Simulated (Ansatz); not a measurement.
**AsH₂+ (triplet): one geometry, many settings at angle H2–As1–H3 = 180.0°**

What do other methods and options give for AsH₂+ (triplet) at this geometry, and how long do they take?

The runs use Ansatz 0.2.0, Gaussian basis; the settings change from run to run.

6 further runs of the same task are left out: 5 that didn't finish, 1 set aside as unsound or not needed.

## (1) What is computed

The geometry derives from a PBE0/def2-TZVP stationary point (not a proven minimum). One angle is set to the value named; bond lengths are kept. No spin-orbit coupling is included. The filled d shell of As may be among the frozen orbitals whatever the setting's name suggests; the logs give the count.

3 atoms, charge 1, spin multiplicity 3.

Atoms are counted from 1 here; the program's logs count them from 0.

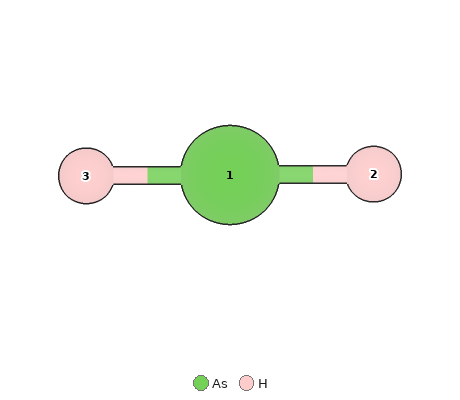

The geometry (arsenic green, hydrogen pink); atoms are numbered from 1 in the order of the file.

## (2) CISD/STO-3G

File in.yaml:

```yaml
crystal:
  periodic: [false, false, false]
  atoms:
    - {symbol: As, position_ang: [0.000000, 0.000000, 0.000000]}
    - {symbol: H, position_ang: [0.000000, 0.000000, -1.511388]}
    - {symbol: H, position_ang: [0.000000, 0.000000, 1.511388]}
basis:
  gaussian: {orbitals: STO-3G}
total_charge: 1
magnetization: {spin_polarized: false, initial_magnetization: 2}
correlation: {active_space: {ras: {orbitals: [2, 2, 2], electrons: 6, max_holes: 2, max_particles: 2}, fixed_orbitals: true}}
```

Run with:

```
ansatz run in.yaml --threads 1 --pin off --events-out ev --progress --plain --max-ram 2393MiB
```

The program printed:

```text
Functional definition: HF
  name "HF"
  cite "Fock, Z. Phys. 61, 126 (1930) doi:10.1007/BF01340294"
  parent pbe
  exchange = exact_x
  correlation = 0
199 factors; integrals over basis functions are off by at most 1.1e-5 eV
mean field evaluation 1: about -60140.0089 eV, gradient 4.5e0 eV
mean field evaluation 2: about -60140.0056 eV, gradient 4.5e0 eV
mean field evaluation 4: about -60140.1103 eV, gradient 1.2e-1 eV
mean field evaluation 8: about -60140.1103 eV, gradient 6.9e-7 eV
mean field -60140.11030327 eV, -2210.1082892144 hartree, gradient 6.9e-7 eV, S^2 2.000000; 0 other end points of the search recorded, 0 dependent functions left out
reference -60140.11030327 eV, -2210.1082892144 hartree; 18, 16 occupied and 2, 4 virtual orbitals, 199 factors
state -60141.53151663 eV, -2210.1605178419 hartree
Total energy: -60141.53151663 eV, -2210.1605178419 hartree
```

Run time: 0.09 s. Hardware: 1 thread of Arm Neoverse V2, shared host.

From the report: 42 determinants.

## (3) MP2 on UHF/def2-TZVP

File in.yaml:

```yaml
crystal:
  periodic: [false, false, false]
  atoms:
    - {symbol: As, position_ang: [0.000000, 0.000000, 0.000000]}
    - {symbol: H, position_ang: [0.000000, 0.000000, -1.511388]}
    - {symbol: H, position_ang: [0.000000, 0.000000, 1.511388]}
basis:
  gaussian: {orbitals: def2-TZVP}
total_charge: 1
magnetization: {spin_polarized: true, initial_magnetization: 2}
correlation: {method: mp2, electrons: outside_noble_gas}
```

Same command.

The program printed:

```text
Functional definition: HF
  name "HF"
  cite "Fock, Z. Phys. 61, 126 (1930) doi:10.1007/BF01340294"
  parent pbe
  exchange = exact_x
  correlation = 0
422 factors; integrals over basis functions are off by at most 8.6e-4 eV
mean field evaluation 1: about -60815.9410 eV, gradient 7.8e0 eV
mean field evaluation 2: about -60815.9441 eV, gradient 7.8e0 eV
mean field evaluation 4: about -60816.4828 eV, gradient 1.8e0 eV
mean field evaluation 8: about -60816.5426 eV, gradient 6.4e-4 eV
mean field -60816.54261595 eV, -2234.9667182029 hartree, gradient 1.7e-6 eV, S^2 2.063544; 0 other end points of the search recorded, 0 dependent functions left out
14 core orbitals not correlated: weight in the atoms' cores, before any rotation towards them, 1.000 or more for the frozen orbitals, at most 0.000 for the correlated occupied ones
reference -60816.54261595 eV, -2234.9667182029 hartree; 4, 2 occupied and 42, 44 virtual orbitals, 422 factors
second order -2.50137140 eV of doubles, -0.00000000 eV of singles
Total energy: -60819.04398735 eV, -2235.0586419065 hartree
```

Run time: 0.36 s. Hardware: 1 thread of Arm Neoverse V2, shared host.

From the report: ⟨S²⟩ of the determinant 2.064 (pure triplet: 2.00).

## (4) BCCD(T) on ROHF/cc-pVTZ

File in.yaml:

```yaml
crystal:
  periodic: [false, false, false]
  atoms:
    - {symbol: As, position_ang: [0.000000, 0.000000, 0.000000]}
    - {symbol: H, position_ang: [0.000000, 0.000000, -1.511388]}
    - {symbol: H, position_ang: [0.000000, 0.000000, 1.511388]}
basis:
  gaussian: {orbitals: cc-pVTZ}
total_charge: 1
magnetization: {spin_polarized: false, initial_magnetization: 2}
correlation: {method: bccd_t, electrons: outside_noble_gas}
```

Same command.

The program printed, cut to the lines that bear on the results:

```text
Functional definition: HF
  name "HF"
  cite "Fock, Z. Phys. 61, 126 (1930) doi:10.1007/BF01340294"
  parent pbe
[...]
436 factors; integrals over basis functions are off by at most 9.0e-4 eV
[...]
mean field -60817.37045477 eV, -2234.9971407186 hartree, gradient 2.3e-6 eV, S^2 2.000000; 3 other end points of the search recorded, 0 dependent functions left out
[...]
determinant -60817.37045477 eV, -2234.9971407186 hartree, with singles and doubles -60820.99947306 eV, -2235.1305046808 hartree
determinant -60815.00994066 eV, -2234.9103934250 hartree, with singles and doubles -60818.52778285 eV, -2235.0396717410 hartree
14 core orbitals not correlated: weight in the atoms' cores, before any rotation towards them, 1.000 or more for the frozen orbitals, at most 0.000 for the correlated occupied ones
reference -60817.37045477 eV, -2234.9971407186 hartree; 4, 2 occupied and 53, 55 virtual orbitals, 436 factors
second order -2.81131770 eV of doubles, -0.14966587 eV of singles
cycle   1  -3.56301658 eV  change   -2.2e-1 eV  update   1.6e-2
[...]
cycle   9  -3.56827161 eV  change    1.2e-6 eV  update   1.4e-6
perturbative correction -0.10468325 eV, -0.0038470386 hartree
Total energy: -60821.04340964 eV, -2235.1321193203 hartree
```

It took 2.3 s on 1 thread of Arm Neoverse V2, shared host.

From the report: correlation -3.6730 eV; largest double amplitude 0.11.

## (5) BCCD(T)/pcseg-2

Changes to in.yaml since step 4:

```diff
@@ -7,5 +7,7 @@
 basis:
-  gaussian: {orbitals: cc-pVTZ}
+  gaussian: {orbitals: pcseg-2}
 total_charge: 1
-magnetization: {spin_polarized: false, initial_magnetization: 2}
+magnetization: {spin_polarized: true, initial_magnetization: 2}
+hamiltonian: {xc: {name: PBE}}
 correlation: {method: bccd_t, electrons: outside_noble_gas}
+scf: {lower_state_search: off}
```

Launched as before.

The program printed, cut to the lines that bear on the results:

```text
Functional definition: PBE
  name "PBE"
  cite "Perdew, Burke & Ernzerhof, Phys. Rev. Lett. 77, 3865 (1996) doi:10.1103/PhysRevLett.77.3865"
  parent pbe
[...]
449 factors; integrals over basis functions are off by at most 6.9e-4 eV
[...]
mean field -60853.76411772 eV, -2236.3345831635 hartree, gradient 2.1e-6 eV, S^2 2.009479; 0 other end points of the search recorded, 0 dependent functions left out
14 core orbitals not correlated: weight in the atoms' cores, before any rotation towards them, 0.999 or more for the frozen orbitals, at most 0.000 for the correlated occupied ones
reference -60816.35411340 eV, -2234.9597908621 hartree; 4, 2 occupied and 53, 55 virtual orbitals, 449 factors
second order -2.81428272 eV of doubles, -0.20497762 eV of singles
cycle   1  -3.36395466 eV  change   -3.4e-1 eV  update   4.6e-2
[...]
cycle   9  -3.51728123 eV  change    5.9e-6 eV  update   5.1e-6
perturbative correction -0.10186394 eV, -0.0037434306 hartree
Total energy: -60819.97325857 eV, -2235.0927919939 hartree
Checks for a lower state left out: stability, starts, cluster_reference, orbital_swaps, neighbouring_geometries, increment
```

Run time: 1.8 s. Hardware: 1 thread of Arm Neoverse V2, shared host.

From the report: ⟨S²⟩ of the determinant 2.009 (pure triplet: 2.00); correlation -3.6191 eV; largest double amplitude 0.11.

## (6) NEVPT4(SD)(4,3)/def2-SVP

File in.yaml:

```yaml
crystal:
  periodic: [false, false, false]
  atoms:
    - {symbol: As, position_ang: [0.000000, 0.000000, 0.000000]}
    - {symbol: H, position_ang: [0.000000, 0.000000, -1.511388]}
    - {symbol: H, position_ang: [0.000000, 0.000000, 1.511388]}
basis:
  gaussian: {orbitals: def2-SVP, point_charges: [{charge: 0.50, position_ang: [3.323, -0.085, 0.498]}]}
total_charge: 1
magnetization: {spin_polarized: false, initial_magnetization: 2}
correlation: {method: fic_nevpt4_sd, electrons: outside_noble_gas, active_space: {window: {electrons: 4, orbitals: 3}}}
accuracy: high
```

Same command.

The program printed, cut to the lines that bear on the results:

```text
Functional definition: HF
  name "HF"
  cite "Fock, Z. Phys. 61, 126 (1930) doi:10.1007/BF01340294"
  parent pbe
[...]
707 factors; integrals over basis functions are off by at most 4.4e-9 eV
[...]
mean field -60806.64246857 eV, -2234.6028944975 hartree, gradient 7.6e-8 eV, S^2 2.000000; 4 other end points of the search recorded, 0 dependent functions left out
reference -60806.64246857 eV, -2234.6028944975 hartree; 18, 16 occupied and 24, 26 virtual orbitals, 707 factors
state -60806.64246857 eV, -2234.6028944975 hartree
state -60806.64246857 eV, -2234.6028944975 hartree; corrected -60809.66206698 eV, -2234.7138626923 hartree
WARN: 1 active orbitals are nearly empty or full. The corrections depend on them more than the energy does, and are more stable in an active space without them
Total energy: -60809.66206698 eV, -2234.7138626923 hartree
```

Wall time 1.1 s (1 thread of Arm Neoverse V2, shared host).

From the report: 9 determinants; active occupations 2.00, 1.00, 1.00. The report marks this result as in doubt.

## (7) HF/def2-mTZVP

File in.yaml:

```yaml
crystal:
  periodic: [false, false, false]
  atoms:
    - {symbol: As, position_ang: [0.000000, 0.000000, 0.000000]}
    - {symbol: H, position_ang: [0.000000, 0.000000, -1.511388]}
    - {symbol: H, position_ang: [0.000000, 0.000000, 1.511388]}
basis:
  gaussian: {orbitals: def2-mTZVP}
total_charge: 1
magnetization: {spin_polarized: true, initial_magnetization: 2}
hamiltonian: {xc: hf}
accuracy: high
output: {forces: true, orbitals: {seedname: orbitals}}
```

The command is unchanged.

The program printed, cut to the lines that bear on the results:

```text
Functional definition: HF
  name "HF"
  cite "Fock, Z. Phys. 61, 126 (1930) doi:10.1007/BF01340294"
  parent pbe
[...]
636 factors; integrals over basis functions are off by at most 4.8e-9 eV
[...]
mean field -60816.26489427 eV, -2234.9565121194 hartree, gradient 1.7e-8 eV, S^2 2.065302; 0 other end points of the search recorded, 0 dependent functions left out
[...]
reference -60816.26489427 eV, -2234.9565121194 hartree; 18, 16 occupied and 24, 26 virtual orbitals, 636 factors
Total energy: -60816.26489427 eV, -2234.9565121194 hartree
Atom 0 at     0.000000     0.000000     0.000000 Å, force     0.000000    -0.000000     0.000000 eV/Å
Atom 1 at     0.000000     0.000000    -1.511388 Å, force    -0.000000     0.000000     0.524450 eV/Å
Atom 2 at     0.000000     0.000000     1.511388 Å, force    -0.000000     0.000000    -0.524450 eV/Å
Dipole moment:     0.000000    -0.000000    -0.000000 e Å
```

Wall time 0.6 s (1 thread of Arm Neoverse V2, shared host).

From the report: ⟨S²⟩ of the determinant 2.065 (pure triplet: 2.00).

## (8) CASCI(2,3)/cc-pVDZ

File in.yaml:

```yaml
crystal:
  periodic: [false, false, false]
  atoms:
    - {symbol: As, position_ang: [0.000000, 0.000000, 0.000000]}
    - {symbol: H, position_ang: [0.000000, 0.000000, -1.511388]}
    - {symbol: H, position_ang: [0.000000, 0.000000, 1.511388]}
basis:
  gaussian: {orbitals: cc-pVDZ}
total_charge: 1
magnetization: {spin_polarized: false, initial_magnetization: 2}
correlation: {active_space: {window: {electrons: 2, orbitals: 3}, fixed_orbitals: true}}
output: {forces: true}
```

Launched as before.

The program printed, cut to the lines that bear on the results:

```text
Functional definition: HF
  name "HF"
  cite "Fock, Z. Phys. 61, 126 (1930) doi:10.1007/BF01340294"
  parent pbe
[...]
417 factors; integrals over basis functions are off by at most 1.4e-3 eV
[...]
mean field -60815.38688346 eV, -2234.9242458175 hartree, gradient 2.4e-6 eV, S^2 2.000000; 2 other end points of the search recorded, 0 dependent functions left out
reference -60815.38688346 eV, -2234.9242458175 hartree; 18, 16 occupied and 19, 21 virtual orbitals, 417 factors
state -60815.38688346 eV, -2234.9242458175 hartree
[...]
Total energy: -60815.38688346 eV, -2234.9242458175 hartree
Atom 0 at     0.000000     0.000000     0.000000 Å, force    -0.000000    -0.000000    -0.000000 eV/Å
Atom 1 at     0.000000     0.000000    -1.511388 Å, force     0.000000     0.000000     0.673156 eV/Å
Atom 2 at     0.000000     0.000000     1.511388 Å, force     0.000000     0.000000    -0.673156 eV/Å
Dipole moment:    -0.000000     0.000000    -0.000000 e Å
```

Run time: 0.51 s. Hardware: 1 thread of Arm Neoverse V2, shared host.

From the report: 2 determinants; active occupations 1.00, 1.00, 0.00. With so small a space the active step adds no correlation: the energy is the mean field's.

## (9) CCSD(T) on UHF/cc-pVDZ

Changes to in.yaml since step 8:

```diff
@@ -9,4 +9,5 @@
 total_charge: 1
-magnetization: {spin_polarized: false, initial_magnetization: 2}
-correlation: {active_space: {window: {electrons: 2, orbitals: 3}, fixed_orbitals: true}}
+magnetization: {spin_polarized: true, initial_magnetization: 2}
+correlation: {method: ccsd_t, electrons: outside_noble_gas}
+accuracy: high
 output: {forces: true}
```

Same command.

The program printed, cut to the lines that bear on the results:

```text
Functional definition: HF
  name "HF"
  cite "Fock, Z. Phys. 61, 126 (1930) doi:10.1007/BF01340294"
  parent pbe
[...]
694 factors; integrals over basis functions are off by at most 4.5e-9 eV
[...]
mean field -60815.72822917 eV, -2234.9367900410 hartree, gradient 3.1e-8 eV, S^2 2.061023; 1 other end points of the search recorded, 0 dependent functions left out
determinant -60815.72822917 eV, -2234.9367900410 hartree, with singles and doubles -60818.41937098 eV, -2235.0356876781 hartree
determinant -60813.26484745 eV, -2234.8462624322 hartree, with singles and doubles -60815.88614129 eV, -2234.9425932042 hartree
14 core orbitals not correlated: weight in the atoms' cores, before any rotation towards them, 0.999 or more for the frozen orbitals, at most 0.000 for the correlated occupied ones
reference -60815.72822917 eV, -2234.9367900410 hartree; 4, 2 occupied and 19, 21 virtual orbitals, 694 factors
second order -2.05105432 eV of doubles, -0.00000000 eV of singles
cycle   1  -2.69118622 eV  change   -4.4e-5 eV  update   3.2e-4
[...]
cycle  14  -2.69128533 eV  change  -1.1e-11 eV  update  1.2e-10
perturbative correction -0.05840444 eV, -0.0021463234 hartree
[...]
Total energy: -60818.47791894 eV, -2235.0378392760 hartree
Atom 0 at     0.000000     0.000000     0.000000 Å, force     0.000000     0.000000    -0.000000 eV/Å
Atom 1 at     0.000000     0.000000    -1.511388 Å, force     0.000000    -0.000000     0.178860 eV/Å
Atom 2 at     0.000000     0.000000     1.511388 Å, force    -0.000000    -0.000000    -0.178860 eV/Å
Dipole moment:    -0.000000    -0.000000     0.000000 e Å
```

Run time: 2.1 s. Hardware: 1 thread of Arm Neoverse V2, shared host.

From the report: ⟨S²⟩ of the determinant 2.061 (pure triplet: 2.00); correlation -2.7497 eV; T1 0.020; largest double amplitude 0.11.

## (10) MP2 on UHF/cc-pVDZ

Changes to in.yaml since step 9:

```diff
@@ -10,3 +10,3 @@
 magnetization: {spin_polarized: true, initial_magnetization: 2}
-correlation: {method: ccsd_t, electrons: outside_noble_gas}
+correlation: {method: mp2, electrons: outside_noble_gas}
 accuracy: high
```

Same command.

The program printed, cut to the lines that bear on the results:

```text
Functional definition: HF
  name "HF"
  cite "Fock, Z. Phys. 61, 126 (1930) doi:10.1007/BF01340294"
  parent pbe
[...]
694 factors; integrals over basis functions are off by at most 4.5e-9 eV
[...]
mean field -60815.72822917 eV, -2234.9367900410 hartree, gradient 3.1e-8 eV, S^2 2.061023; 0 other end points of the search recorded, 0 dependent functions left out
14 core orbitals not correlated: weight in the atoms' cores, before any rotation towards them, 0.999 or more for the frozen orbitals, at most 0.000 for the correlated occupied ones
reference -60815.72822917 eV, -2234.9367900410 hartree; 4, 2 occupied and 19, 21 virtual orbitals, 694 factors
second order -2.05105432 eV of doubles, -0.00000000 eV of singles
[...]
Total energy: -60817.77928350 eV, -2235.0121648971 hartree
Atom 0 at     0.000000     0.000000     0.000000 Å, force    -0.000000     0.000000     0.000000 eV/Å
Atom 1 at     0.000000     0.000000    -1.511388 Å, force     0.000000    -0.000000     0.417720 eV/Å
Atom 2 at     0.000000     0.000000     1.511388 Å, force    -0.000000     0.000000    -0.417720 eV/Å
Dipole moment:    -0.000000     0.000000     0.000000 e Å
```

Wall time 1.1 s (1 thread of Arm Neoverse V2, shared host).

From the report: ⟨S²⟩ of the determinant 2.061 (pure triplet: 2.00).

## (11) All runs side by side

Where basis and cores are those of an earlier FCI/cc-pVDZ run (-60818.4842 eV), and the state is the same kind, the miss against it is given. † marks a result that the program doubts.

| level | correlated | functions | energy (eV) | from FCI (meV) | time |
| --- | --- | --- | --- | --- | --- |
| CISD/STO-3G | outside noble gas | 20 | -60141.5315 |  | 0.09 s |
| MP2 on UHF/def2-TZVP | outside noble gas | 60 | -60819.0440 |  | 0.36 s |
| BCCD(T) on ROHF/cc-pVTZ | outside noble gas | 71 | -60821.0434 |  | 2.3 s |
| BCCD(T)/pcseg-2 (on PBE orbitals) | outside noble gas | 71 | -60819.9733 |  | 1.8 s |
| NEVPT4(SD)(4,3)/def2-SVP (beside a point charge) † | outside noble gas | 42 | -60809.6621 |  | 1.1 s |
| HF/def2-mTZVP |  | 42 | -60816.2649 |  | 0.6 s |
| CASCI(2,3)/cc-pVDZ |  | 37 | -60815.3869 | 3097.4 | 0.51 s |
| CCSD(T) on UHF/cc-pVDZ | outside noble gas | 37 | -60818.4779 | 6.3 | 2.1 s |
| MP2 on UHF/cc-pVDZ | outside noble gas | 37 | -60817.7793 | 705.0 | 1.1 s |

## (12) What came out

| quantity | value |
| --- | --- |
| runs | 9 |
| quickest | CISD/STO-3G, 0.09 s |
| slowest | BCCD(T) on ROHF/cc-pVTZ, 2.3 s |

Total energies in different bases, with other cores or another treatment of relativity can't be set against each other. BCCD(T) on ROHF/cc-pVTZ took 25 times as long as CISD/STO-3G; the jobs differ in more than the method. Among the correlated runs with a miss given, it spans +6 to +705 meV. Hartree-Fock, CASSCF and CASCI lack dynamic correlation by design.
